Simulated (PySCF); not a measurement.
C$_{5}$H$_{11}$BSi

Input

```
{"job": {"kind": "uv", "xc": "PBE0", "basis": "def2-SVPD", "nstates": 8, "ntriplets": 3}, "charge": 0, "multiplicity": 1}
C      1.953030    -1.375225     0.270283
C      1.213631    -0.320702    -0.023982
C      1.131990     0.950273     0.783178
B     -0.273712     1.566275     0.414590
C     -0.896912     0.648995    -0.671827
Si    -2.186185    -0.462800     0.217491
C      0.262298    -0.224836    -1.183758
H      2.606688    -1.392149     1.127054
H      1.947643    -2.263010    -0.340690
H      1.325161     0.769800     1.842173
H      1.926645     1.630907     0.454625
H     -0.749938     2.527807     0.877680
H     -1.431644     1.135557    -1.489909
H     -2.726625    -1.388918    -0.784436
H     -1.558507    -1.233986     1.291813
H     -3.267540     0.361485     0.761430
H      0.762220     0.285144    -2.015034
H     -0.047005    -1.208302    -1.542337
```

Command:

```sh
OMP_NUM_THREADS=1 python probes_run.py task.json out
```

Geometry: GFN2-xTB.

The calculation used PBE0/def2-SVPD, SCF density, gas phase (PySCF 2.14.0).

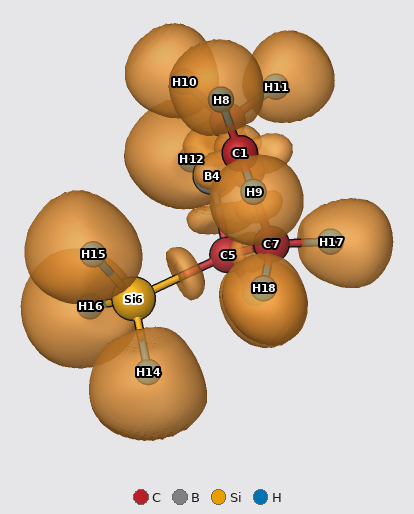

Figure 1. Isosurface of the electron localisation function at 0.85 (orange), seen at an oblique angle. Only the valence region is drawn (cores and ρ < 0.01 e/Å³ removed).

Q: Identify the bonds, lone pairs and shells in this picture.

A: The surface consists of two regions between bonded B–C atoms (shared pairs), four regions between bonded C–C atoms (shared pairs), one region between bonded C–Si atoms (shared pairs) and eleven regions around hydrogen nuclei. Profiles from the grid: C–C (1.32 Å): the ELF peaks at about 0.90 between the atoms; a multiple bond. C–B (1.55 Å): the ELF peaks at about 0.95 between the atoms; a shared electron pair.

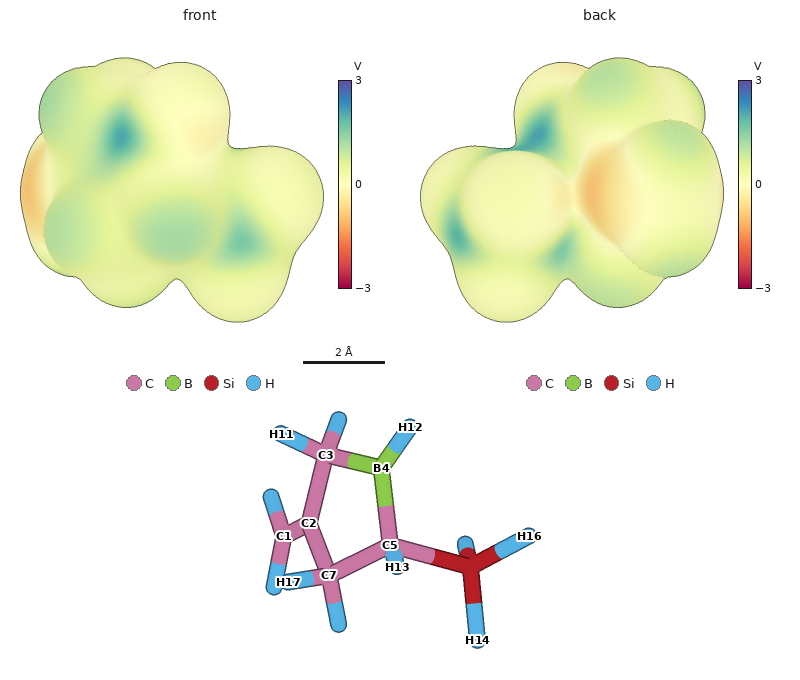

Figure 2. The electrostatic potential painted on the density surface at 0.004 e/bohr³, seen from the front and from behind; the colour scale runs from red (negative) to blue (positive). The bare structure is drawn below in the same view.

Q: Which sites attract a positive test charge, and which a negative one?

A: A positive charge is drawn to the negative regions and a negative charge to the positive ones. The most negative region (about −0.8 V) lies over the π face of C1 and C2, the most positive (about +2.0 V) over B4 and Si6.

Q: What dipole moment does the calculation give?

A: Its dipole moment is 0.62 D.
